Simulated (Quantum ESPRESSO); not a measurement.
# KMgF3 (Pm-3m): modes at Γ and the response to a field

Aim: the zone-centre modes of KMgF3 (Pm-3m).

Main program and level: Quantum ESPRESSO 7.5; DFT PBE, scalar-relativistic, plane waves, GBRV ultrasoft pseudopotentials.

## Step 1: Starting point

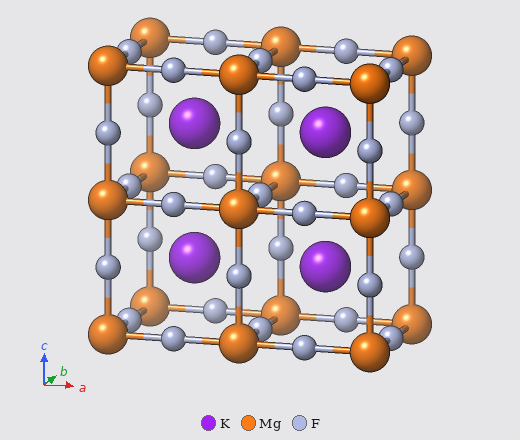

The cell as given, slightly off an axis (potassium purple, magnesium orange, fluorine light blue). 2×1×2 cells are drawn. Some periodic images of atoms are drawn too.

Structure file:

```
CELL_PARAMETERS angstrom
3.98590 0.00000 0.00000
0.00000 3.98590 0.00000
0.00000 0.00000 3.98590
ATOMIC_POSITIONS crystal
K 0.50000 0.50000 0.50000
Mg 0.00000 0.00000 0.00000
F 0.50000 0.00000 0.00000
F 0.00000 0.50000 0.00000
F 0.00000 0.00000 0.50000
```

## Step 2: A first look

Before anything dear is run, a loose run with smearing shows whether this is a metal and how far the cell is from rest.

Contents of probe.in:

```
 &control
    calculation='scf',
    prefix='x',
    outdir='./tmp',
    pseudo_dir='./pseudo',
    tprnfor=.true.,
    tstress=.true.,
    verbosity='high',
 /
 &system
    ibrav=1,
    celldm(1)=7.53225936,
    nat=5,
    ntyp=3,
    ecutwfc=55.0,
    ecutrho=440.0,
    occupations='smearing',
    smearing='gaussian',
    degauss=0.01,
 /
 &electrons
    conv_thr=1.0d-07,
    mixing_beta=0.7,
    electron_maxstep=100,
 /
ATOMIC_SPECIES
 K      39.0983  K.upf
 Mg     24.3050  Mg.upf
 F      18.9984  F.upf
ATOMIC_POSITIONS crystal
 K      0.500000000   0.500000000   0.500000000
 Mg     0.000000000   0.000000000   0.000000000
 F      0.500000000   0.000000000   0.000000000
 F      0.000000000   0.500000000   0.000000000
 F      0.000000000   0.000000000   0.500000000
K_POINTS automatic
 4 4 4 0 0 0
```

The run is started by

```bash
$ OMP_NUM_THREADS=1 mpirun -n 4 pw.x -nk 4 -in probe.in > probe.out
```

The runs that follow: relaxing the cell and atoms; self-consistent run for the response; linear response at Γ; modes with the sum rule; A frozen mode; the LO-TO splitting (1 0 0); self-consistent run for the response, volume × 0.94; zone-centre response, volume × 0.94; ground state, volume × 0.97; zone-centre response, volume × 0.97; ground state, volume × 1.03; linear response at Γ, volume × 1.03; ground state, volume × 1.06; linear response at Γ, volume × 1.06. Settings of the main run: cutoff 55 Ry, 8×8×8 k-mesh, fixed occupations, response threshold 1.00e-18, field response on, q point (0, 0, 0).

What does the calculation give for the lowest optical zone-centre mode?

At the PBE level the optical modes of KMgF3 (Pm-3m) at the zone centre (no LO-TO term) run from 139 to 426 cm⁻¹. Along the directions run, the highest mode that the macroscopic field moves lies at 524 cm⁻¹. Lattice motion raises the mean dielectric constant from 2.065 to 7.149.

* volume per atom: 13.3 Å³
* gap on the k-mesh: 6.95 eV
* highest optical zone-centre mode (no LO-TO term): 425.9 cm⁻¹
* lowest optical zone-centre mode: 139.2 cm⁻¹
* highest mode moved by the LO-TO term: 523.6 cm⁻¹
* mean high-frequency dielectric constant: 2.06
* largest Born charge in size (third of the trace): 2.02 e
* mean static dielectric constant: 7.15
* imaginary optical modes at the zone centre (no q mesh in this session): none

Of the 12 optical modes, 9 are infrared active alone and 3 are silent. These are harmonic frequencies at zero temperature: anharmonic shifts and linewidths and thermal expansion are left out.

[Host names and launcher messages were left out of these logs when they were recorded.]

[Logs are printed without paths, hosts, clocks, repeated set-up lines and the standing remarks that a program may print on its own settings, such as how far it seeks lower states.]

[Hosts, paths, dates, database ids (printed as entryN), source tags and the programs' standing remarks are cut or masked in the printed files.]
